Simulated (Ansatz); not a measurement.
System: a (101) slab cut from WC (P-6m2), ended by C above and W below, 12 atoms in the cell. Starting structure of the relaxation:

```xyz
12
Lattice="2.9218 0.0000 0.0000 -1.4609 3.8090 0.0000 0.0000 0.0000 24.7718" Properties=species:S:1:pos:R:3 pbc="T T T"
W     1.4609    1.6809    7.5000
C     0.0000    0.0566    7.8152
W     0.0000    3.3618    9.3913
C     1.4609    1.7375    9.7065
W     0.0000    1.2337   11.2827
C     0.0000    3.4184   11.5979
W     1.4609    2.9146   13.1740
C     0.0000    1.2903   13.4892
W     1.4609    0.7866   15.0653
C     1.4609    2.9712   15.3805
W     0.0000    2.4675   16.9566
C     1.4609    0.8431   17.2718
```

Computed with Ansatz: DFT PBE, scalar-relativistic, plane waves, PAW, no spin polarisation, 13×9×1 k mesh, 420 eV cutoff.

What does the potential across the slab give for the work function?

The work function is 4.45 eV at the right face and 4.07 eV at the left. The vacuum levels differ by 0.39 eV, so the slab carries a dipole along its normal. The outermost atoms are 9.6 Å apart, which leaves 15.1 Å of vacuum in a cell 24.8 Å high.

Spin-orbit coupling is left out, which matters for W.

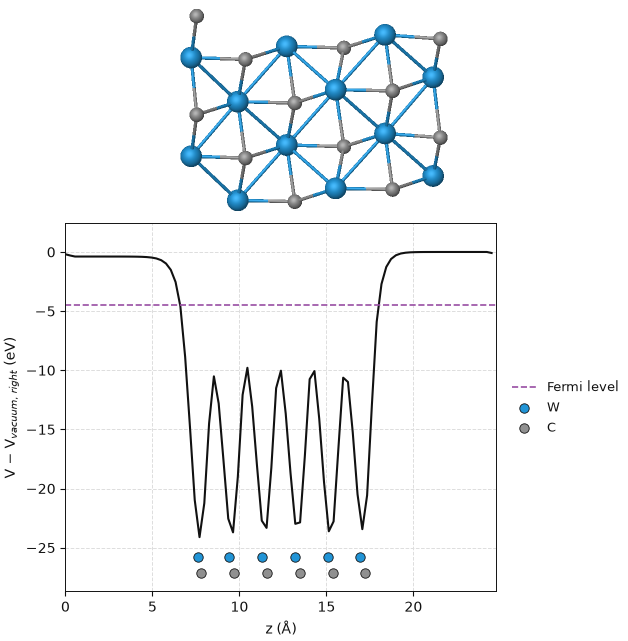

Plane-averaged electrostatic potential energy of an electron across the slab; circles at the bottom mark the heights of the atoms (positions after relaxation). The structure is drawn too.
